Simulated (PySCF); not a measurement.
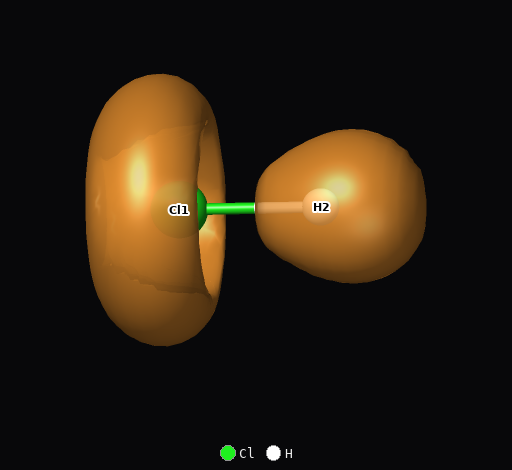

*HCl (SMILES Cl). Isosurface of the electron localisation function at 0.85 (orange), seen from one side. Core shells and regions of very low density are left out.*

Geometry: PBE0-D3(BJ)/def2-SVP.

Theory: DFT single point, gas phase, functional PBE0 (PySCF 2.14.0, density-fitted response routines).

```xyz
2

Cl    0.6454   -0.0058   -0.0056
H    -0.6397    0.0084   -0.0227
```

Identify the bonds, lone pairs and shells in this picture.

At this value the surface marks out one region around a hydrogen nucleus and one ring or bowl of non-bonding electrons around Cl. Profiles from the grid: Cl–H (1.29 Å): the ELF climbs to about 1 towards the hydrogen, as it does in any bond to H.
